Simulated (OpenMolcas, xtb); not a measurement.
# CH6ClSi2 (SMILES C[Si]([SiH3])Cl): methods side by side

CH6ClSi2 has 10 atoms, charge 0, and is taken as a doublet. SMILES: `C[Si]([SiH3])Cl`. The shape is that of a PBE0-D4/def2-TZVP optimisation.

Each level gives the vertical energy of the quartet above the doublet (eV). The values are calculated.

```
          level            kind     program  value (eV)
       GFN1-xTB  semi-empirical         xtb        5.10
   UHF/def2-SVP    Hartree–Fock  OpenMolcas        6.40
USVWN5/def2-SVP             LDA  OpenMolcas        5.76
  UPBE/def2-SVP             GGA  OpenMolcas        5.70
UM06-L/def2-SVP        meta-GGA  OpenMolcas        6.00
 UPBE0/def2-SVP   global hybrid  OpenMolcas        6.01
```

The values span 5.10 to 6.40 eV. GFN1-xTB: no spin polarisation, so open shells miss the exchange term that lowers them.

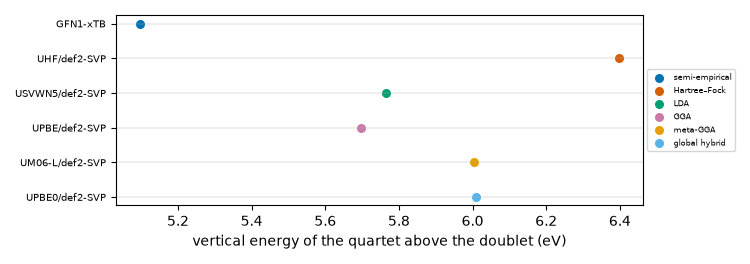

The values of the table, level by level.
